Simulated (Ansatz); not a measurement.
# CH5FOSi2 (SMILES F[SiH]1OC1[SiH3]): what the fields show

Input file:

```
crystal:
  periodic: [false, false, false]
  atoms:
    - {symbol: F, position_ang: [-2.526602, 0.481051, -1.694628]}
    - {symbol: Si, position_ang: [-1.142744, 0.747989, -0.973208]}
    - {symbol: O, position_ang: [0.185742, 0.012594, -1.573538]}
    - {symbol: C, position_ang: [-0.203913, -0.582706, -0.218673]}
    - {symbol: Si, position_ang: [1.108402, -0.370226, 1.092501]}
    - {symbol: H, position_ang: [-1.084226, 2.175865, -0.632955]}
    - {symbol: H, position_ang: [-0.602369, -1.590380, -0.347711]}
    - {symbol: H, position_ang: [2.349512, -1.104479, 0.734408]}
    - {symbol: H, position_ang: [0.575664, -0.895821, 2.377845]}
    - {symbol: H, position_ang: [1.423634, 1.074913, 1.238959]}
basis:
  gaussian: {orbitals: def2-TZVPP}
hamiltonian: {xc: pbe0, dispersion: d4}
output: {orbitals: {seedname: orbitals}}
```

Launched as:

```sh
ansatz run in.yaml --threads 4 --pin off --events-out ev --progress --plain --max-ram 10444MiB
```

Geometry: PBE0-D4/def2-TZVP.

Level of theory: RKS PBE0-D4/def2-TZVPP (Ansatz).

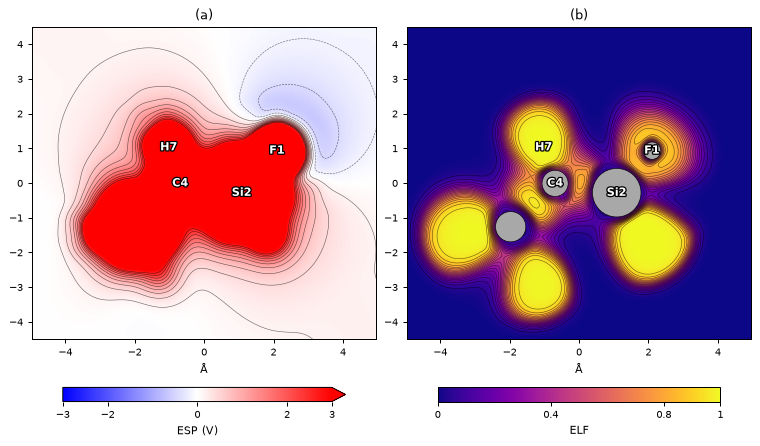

Figure 1. (a) molecular electrostatic potential; (b) electron localisation function on the plane of atoms F1, Si2 and C4. Grey discs cover the atomic cores in the ELF map.

Describe what can be read from this map.

- The section cuts through F, Si, C and H sites.
- Si–F (1.58 Å): the ELF peaks at about 0.85 in the valence shell of F, 0.6 Å from its nucleus, and is about 0.55 at the midpoint.
- C–Si (1.79 Å): the ELF peaks at about 0.80 between the atoms: localised, covalent bonding.
- C–H (1.09 Å): the ELF climbs to about 1 towards the hydrogen, as it does in any bond to H (a covalent bond by its length).
- The ELF also peaks beside F1, away from the bonds: lone-pair regions.
- Outside the dense part of the molecule the potential is most negative (−0.6 V) near F1.

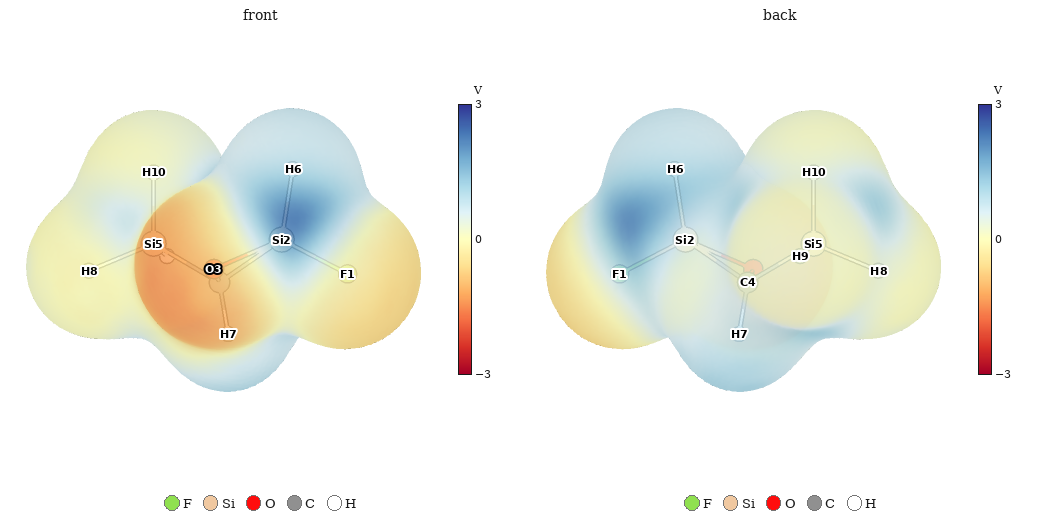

Figure 2. The electrostatic potential painted on the density surface at 0.002 e/bohr³, seen from the front and from behind; red is negative and blue positive.

Describe the electrostatic potential map.

The most negative region (about −1.4 V) lies over O3, the most positive (about +2.1 V) over Si2. O3 is the likeliest acceptor of a hydrogen bond.

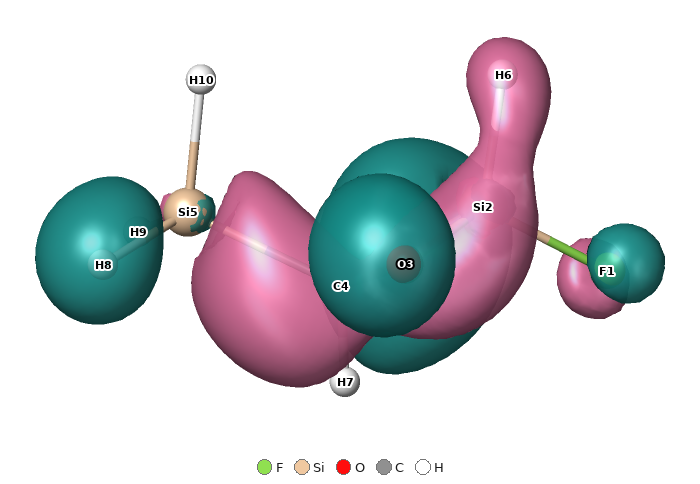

Figure 3. The HOMO at ±0.1 Å⁻³ᐟ² (teal and pink are the two phases), seen across its widest extent.

Where does this orbital lie, and at what energy?

It lies mainly on C4 (about 30 %), O3 (about 25 %), Si2 (about 20 %) and Si5 (about 10 %). Its energy is −7.95 eV.
